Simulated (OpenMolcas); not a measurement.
## Eu³⁺ complex: multiconfigurational calculation (part 2 of 2)

The same run, continued: Eu³⁺ with 6 ligands (O; octahedron, 2.58 Å), embedded in SrO by model potentials and point charges, whose field is part of the energies. Method: state-averaged CASSCF, active space 6 electrons in the shell 4f, basis ANO-RCC-VDZP on the metal and ANO-RCC-VDZP on the ligands, DKH2 scalar Hamiltonian, spin-orbit coupling by RASSI with atomic mean-field integrals (OpenMolcas).

**Output (extracts), continued**
```
--- RASSI ---
SPIN-FREE ENERGIES:
  (Shifted by EMIN (a.u.) =     -11291.6819090119)

 SF State       Relative EMIN(au)   Rel lowest level(eV)    D:o, cm**(-1)

     1             0.0000000000        0.0000000000              0.0000
     2             0.0000000000        0.0000000000              0.0000
     3             0.0000000000        0.0000000000              0.0000
     4             0.0020259427        0.0551287081            444.6430
     5             0.0020259427        0.0551287081            444.6430
     6             0.0020259427        0.0551287081            444.6430
     7             0.0029697184        0.0808101541            651.7778
     8             0.1107167124        3.0127552246          24299.5096
     9             0.1107167124        3.0127552246          24299.5096
    10             0.1107167124        3.0127552246          24299.5096
    11             0.1113515845        3.0300309750          24438.8480
    12             0.1113515845        3.0300309750          24438.8480
    13             0.1253387400        3.4106408647          27508.6737
    14             0.1253387400        3.4106408647          27508.6737
    15             0.1253387400        3.4106408647          27508.6737
    16             0.1255026156        3.4151001473          27544.6403
    17             0.1255026156        3.4151001473          27544.6403
    18             0.1259408147        3.4270241519          27640.8139
    19             0.1259408147        3.4270241519          27640.8139
    20             0.1259408147        3.4270241519          27640.8139
    21             0.1268331933        3.4513070126          27836.6684
    22             0.1268331933        3.4513070126          27836.6684
    23             0.1268331933        3.4513070126          27836.6684
    24             0.1282141954        3.4888859941          28139.7633
    25             0.1282141954        3.4888859941          28139.7633
    26             0.1283172118        3.4916892113          28162.3727
    27             0.1283172118        3.4916892113          28162.3727
    28             0.1283172118        3.4916892113          28162.3727
    29             0.1284809583        3.4961449804          28198.3110
    30             0.1319827275        3.5914329766          28966.8605
    31             0.1321537281        3.5960861384          29004.3908
    32             0.1321537281        3.5960861384          29004.3908
    33             0.1321537281        3.5960861384          29004.3908
    34             0.1323150936        3.6004771188          29039.8064
    35             0.1323150936        3.6004771188          29039.8064
    36             0.1334699715        3.6319029459          29293.2728
    37             0.1334699715        3.6319029459          29293.2728
    38             0.1334699715        3.6319029459          29293.2728
    39             0.1516994942        4.1279535300          33294.1906
    40             0.1516994942        4.1279535300          33294.1906
Eigenvalues of complex Hamiltonian:
   -----------------------------------
  (Shifted by EMIN (a.u.) =     -11291.6819090119)

 SO State       Relative EMIN(au)   Rel lowest level(eV)    D:o, cm**(-1)

     1            -0.0165664417        0.0000000000              0.0000
     2            -0.0149124669        0.0450069480            363.0055
     3            -0.0149124669        0.0450069477            363.0055
     4            -0.0149124669        0.0450069479            363.0055
     5            -0.0123995925        0.1133857452            914.5177
     6            -0.0123995925        0.1133857453            914.5177
     7            -0.0115900604        0.1354142349           1092.1895
     8            -0.0115900604        0.1354142346           1092.1895
     9            -0.0115900604        0.1354142345           1092.1895
    10            -0.0081226817        0.2297664155           1853.1911
    11            -0.0078355067        0.2375808444           1916.2187
    12            -0.0078355067        0.2375808445           1916.2187
    13            -0.0078355067        0.2375808443           1916.2187
    14            -0.0076053978        0.2438424289           1966.7218
    15            -0.0076053978        0.2438424290           1966.7218
    16            -0.0076053978        0.2438424288           1966.7218
    17            -0.0038722034        0.3454278223           2786.0633
    18            -0.0038722034        0.3454278222           2786.0633
    19            -0.0038722034        0.3454278226           2786.0633
    20            -0.0028351822        0.3736466057           3013.6631
    21            -0.0028351823        0.3736466055           3013.6631
    22            -0.0027685003        0.3754611142           3028.2981
    23            -0.0027685003        0.3754611142           3028.2981
    24            -0.0027685003        0.3754611142           3028.2981
    25            -0.0027013156        0.3772893033           3043.0435
    26             0.0015694576        0.4935029605           3980.3698
    27             0.0015694576        0.4935029606           3980.3698
    28             0.0015694576        0.4935029607           3980.3698
    29             0.0017178783        0.4975416961           4012.9444
    30             0.0017178784        0.4975416964           4012.9444
    31             0.0018174635        0.5002515475           4034.8008
    32             0.0018174635        0.5002515474           4034.8008
    33             0.0018174636        0.5002515476           4034.8008
    34             0.0025839639        0.5211090844           4203.0282
    35             0.0025839639        0.5211090844           4203.0282
    36             0.0025839639        0.5211090846           4203.0282
    37             0.0070177921        0.6417596974           5176.1410
    38             0.0070177922        0.6417596977           5176.1410
    39             0.0071090897        0.6442440293           5196.1785
    40             0.0071090896        0.6442440289           5196.1785
    41             0.0071090896        0.6442440291           5196.1785
Weights of the five most important spin-orbit-free states for each spin-orbit state.

 SO State  Total energy (au)           Spin-free states, spin, and weights
 -------------------------------------------------------------------------------------------------------
    1        -0.016566       1 3.0  0.1609    3 3.0  0.1609    2 3.0  0.1609    4 3.0  0.1225    5 3.0  0.1225
    2        -0.014912       3 3.0  0.2527    2 3.0  0.2523    6 3.0  0.1230    4 3.0  0.1229    5 3.0  0.1165
    3        -0.014912       1 3.0  0.2522    3 3.0  0.2518    6 3.0  0.1235    5 3.0  0.1229    4 3.0  0.1160
    4        -0.014912       1 3.0  0.2527    2 3.0  0.2518    4 3.0  0.1234    5 3.0  0.1231    6 3.0  0.1159
    5        -0.012400       1 3.0  0.2507    2 3.0  0.2308    3 3.0  0.2037    5 3.0  0.1735    4 3.0  0.1040
    6        -0.012400       3 3.0  0.2531    2 3.0  0.2260    1 3.0  0.2061    6 3.0  0.1819    4 3.0  0.0872
    7        -0.011590       2 3.0  0.3500    5 3.0  0.1955    6 3.0  0.1950    7 3.0  0.1320    1 3.0  0.0495
    8        -0.011590       3 3.0  0.3485    5 3.0  0.1952    4 3.0  0.1949    7 3.0  0.1320    1 3.0  0.0508
    9        -0.011590       1 3.0  0.3485    4 3.0  0.1956    6 3.0  0.1952    7 3.0  0.1320    3 3.0  0.0509
   10        -0.008123       2 3.0  0.1853    3 3.0  0.1853    1 3.0  0.1853    5 3.0  0.1420    6 3.0  0.1420
   11        -0.007836       7 3.0  0.1988    1 3.0  0.1876    3 3.0  0.1867    6 3.0  0.1607    5 3.0  0.1602
   12        -0.007836       7 3.0  0.1988    3 3.0  0.1882    2 3.0  0.1877    6 3.0  0.1612    4 3.0  0.1602
```

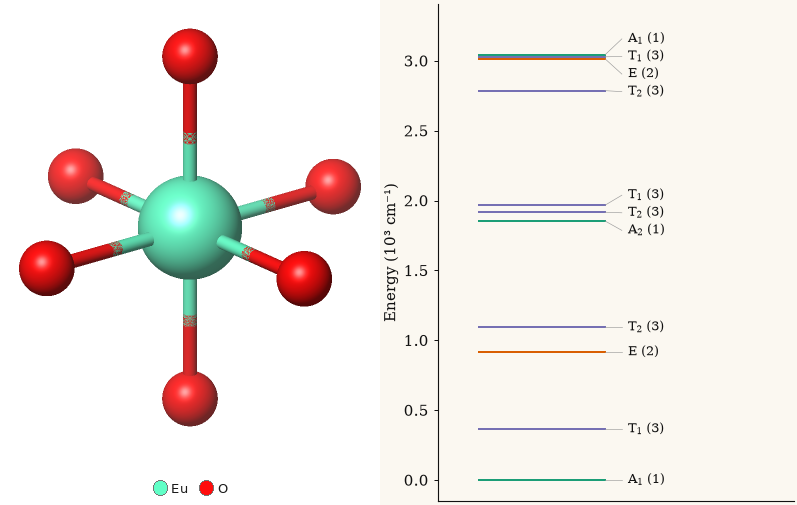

Figure 1. Eu³⁺ (4f⁶) as a dopant in SrO, a cluster with its 6 nearest O²⁻ at 2.580 Å (octahedron) embedded in model potentials and point charges; the geometry was set, not optimised, and its levels. Labels give the representation in O, Td, D4 or D3 as the site allows (double group for half-integer spin) where it could be assigned and, in brackets, the degeneracy; spin-free states, where drawn, share the zero of the spin-orbit levels. The ground level is A₁, non-degenerate, 95 % from states of spin multiplicity 7 (of the 140 states of multiplicity 5, 77 enter the spin-orbit step). The next level lies at 363 cm⁻¹ (T₁). The active orbitals hold 100 % metal character (Löwdin), and the Mulliken charge of the metal is +2.45.

**Input**
```
&GATEWAY
Basis set
Eu.ANO-RCC-VDZP.
Eu1 0.0 0.0 0.0 Angstrom
End of basis
Basis set
O.ANO-RCC-VDZP.
L1 2.580000 0.000000 0.000000 Angstrom
L2 0.000000 2.580000 0.000000 Angstrom
L3 0.000000 0.000000 2.580000 Angstrom
End of basis
Basis set
Sr.EMB-AIMP.Pascual.16s10p.1s1p.ECP.SrO.
PseudoCharge
* 3 symmetry-unique lattice sites within 7.6 angstrom
End of basis
Basis set
Sr.EMB-AIMP.Pascual.0s.0s.ECP.SrO.
PseudoCharge
* 24 symmetry-unique lattice sites within 7.6 angstrom
End of basis
Basis set
O.EMB-AIMP.Pascual.0s.0s.ECP.SrO.
PseudoCharge
* 16 symmetry-unique lattice sites within 7.6 angstrom
End of basis
Symmetry
XYZ
AngMom=0.0 0.0 0.0
AMFI
RICD
XField
1052 Angstrom 0
* Evjen-weighted lattice charges
&SEWARD
&RASSCF
FileOrb=start.orb
Symmetry=1
Spin=7
nActEl=6 0 0
Inactive=30 27
Ras2=0 7
CIRoot=7 7 1
SDav=7
CIMx=300
Iter=150 100
PrWF=0.3
OrbListing=Nothing
MaxOrb=0
LevShft=1.0
>>> COPY $Project.JobIph JOB001
&RASSCF
FileOrb=start.orb
Symmetry=1
Spin=5
nActEl=6 0 0
Inactive=30 27
Ras2=0 7
CIRoot=140 140 1
SDav=140
CIMx=300
Iter=150 100
PrWF=0.3
OrbListing=Nothing
MaxOrb=0
CIOnly
LevShft=1.0
>>> COPY $Project.JobIph JOB002
&RASSCF
FileOrb=start.orb
Symmetry=1
Spin=3
nActEl=6 0 0
Inactive=30 27
Ras2=0 7
CIRoot=162 162 1
SDav=588
CIMx=300
Iter=150 100
PrWF=0.3
OrbListing=Nothing
MaxOrb=0
CIOnly
LevShft=1.0
>>> COPY $Project.JobIph JOB003
&RASSI
NrOfJobIphs=3 7 77 3
1 2 3 4 5 6 7
1 2 3 4 5 6 7 8 9 10 11 12 13 14 15 16 17 18 19 20 21 22 23 24 25 26 27
28 29 30 31 32 33 34 35 36 37 38 39 40 41 42 43 44 45 46 47 48 49 50 51
52 53 54 55 56 57 58 59 60 61 62 63 64 65 66 67 68 69 70 71 72 73 74 75
76 77
1 2 3
IphNames
JOB001
JOB002
JOB003
EJob
SpinOrbit
DIPRint=1.0
SOCoupling=1000.0
Subsets=2
Property=9
'ANGMOM' 1 'ANGMOM' 2 'ANGMOM' 3 'MLTPL  1' 1 'MLTPL  1' 2 'MLTPL  1' 3
'AMFI' 1 'AMFI' 2 'AMFI' 3
SOProperty=3
'ANGMOM' 1 'ANGMOM' 2 'ANGMOM' 3
```

The file start.orb holds starting orbitals from an earlier step. A driver script formed the levels outside the program, from RASSI's spin-orbit matrix and the active-space energies, averaged over the components of each term or state.

Run as:
```bash
OMP_NUM_THREADS=1 MOLCAS_MEM=2457 MOLCAS_PROJECT=a pymolcas a.inp > a.log  # once for each step of the input, in one work folder
```

**Key numbers**

| quantity | value |
| --- | --- |
| outcome | converged |
| energy of the lowest spin-free term | −11291.68191 hartree |
| energy of the lowest spin-orbit level | −11291.69848 hartree |
| largest spread among components of a term | 0.0 cm⁻¹ |
| hardware | 1 thread of Arm Neoverse V1, 24 GiB of memory available, shared host |
| wall time | 1.9 min |
| peak memory | 0.6 GiB |

**Notes**

Without dynamic correlation the splittings between terms come out too large, often by 20 to 50 %. Limits: high states of lower spin left out of the spin-orbit mixing; the geometry is set by hand, with no relaxation; spin-free states above about 46,000 cm⁻¹ are left out of the spin-orbit step.
